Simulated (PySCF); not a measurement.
## Frequency calculation of ZrF3

The run: frequency calculation of ZrF3, multiplicity 2. Method and program: UKS-based PBE0, Zr def2-SVP with ECP28, F def2-SVP; non-relativistic Hamiltonian with a scalar-relativistic core potential; density fitting (PySCF 2.14.0).

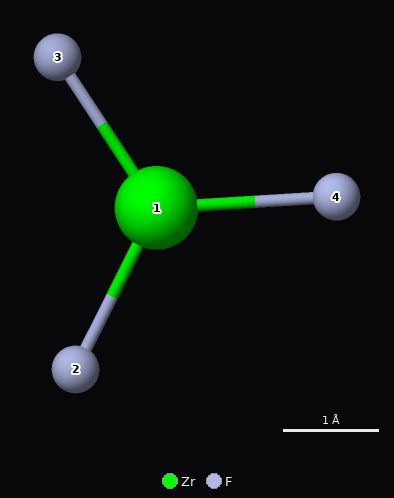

The structure (ball-and-stick view, seen on its broad side; atoms are numbered from 1 in the order of the input). Sticks mark near contacts. Bond lengths as drawn: F–Zr 1.90 Å.

Input file
```python
from pyscf import gto, scf, dft
mol = gto.M(atom='''
Zr    -0.000000     0.000000     0.000000
F      1.903117    -0.005011    -0.000018
F     -0.947219     1.650654     0.000009
F     -0.955899    -1.645642     0.000009''',
    basis={'Zr': 'def2-SVP', 'F': 'def2-SVP'},
    ecp={'Zr': 'def2-SVP'},
    charge=0, spin=1)
mf = dft.UKS(mol, xc='PBE0')
mf.grids.atom_grid = (75, 302)
aux = {'Zr': 'def2-universal-JKFIT', 'F': 'def2-universal-JKFIT'}
mf = mf.density_fit(auxbasis=aux)
mf.conv_tol = 1e-09
mf.diis_space = 10
mf.max_cycle = 60
mf.verbose = 4
mf.kernel()
```

The script is an equivalent of the set-up of the self-consistent field. The run itself was carried out by a driver, which started from the orbitals of the step before it where there was one and computed the further properties.

Command:
```bash
OMP_NUM_THREADS=2 python axn.py task.json out
```

Output
```
init E= -346.265533495535
  alpha nocc = 20  HOMO = -0.216083548049387  LUMO = -0.0468284213564162
  beta  nocc = 19  HOMO = -0.42803042974148  LUMO = -0.0866708384615897
  HOMO = -0.216083548049  LUMO = -0.0866708384616  gap/eV = 3.52150
cycle= 1 E= -346.265533495534  delta_E= 1.42e-12  |g|= 3.87e-07  |ddm|= 4.1e-07
  alpha nocc = 20  HOMO = -0.216083581754734  LUMO = -0.0468284622684996
  beta  nocc = 19  HOMO = -0.428030372659005  LUMO = -0.0866708630035866
  HOMO = -0.216083581755  LUMO = -0.0866708630036  gap/eV = 3.52150
Extra cycle  E= -346.265533495534  delta_E= -5.68e-13  |g|= 7.11e-07  |ddm|= 6.68e-07
converged SCF energy = -346.265533495534  <S^2> = 0.7515802  2S+1 = 2.0015796
```

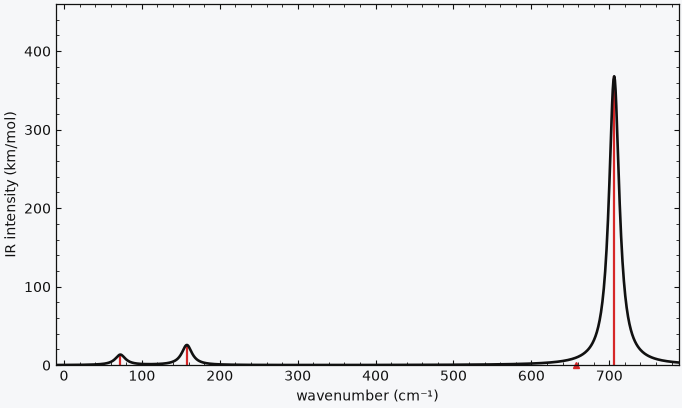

Harmonic infrared spectrum, unscaled: sticks (degenerate modes added up, dark ones marked on the axis) with a Lorentzian envelope of 16 cm⁻¹ full width, scaled to the tallest stick. 6 modes from 72 to 706 cm⁻¹, none imaginary. The strongest line is at 706 cm⁻¹ (368 km/mol). All modes, in cm⁻¹ (km/mol): 72 (13.2), 158 (12.8), 158 (12.8), 657 (0.0), 706 (184), 706 (184).

Key numbers

| quantity | value |
| --- | --- |
| outcome | converged |
| total energy | −346.265533 hartree |
| ⟨S²⟩ | 0.752 |
| zero-point energy | 0.005599 hartree |
| dipole moment | 0.00 D |
| wavenumbers, lowest and highest | 72 and 706 cm⁻¹ |
| hardware | 2 threads of Arm Neoverse V2, 112 GiB of memory available, shared host |
| wall time | 24 s (CPU time 41 s) |
| peak memory | 0.88 GiB |
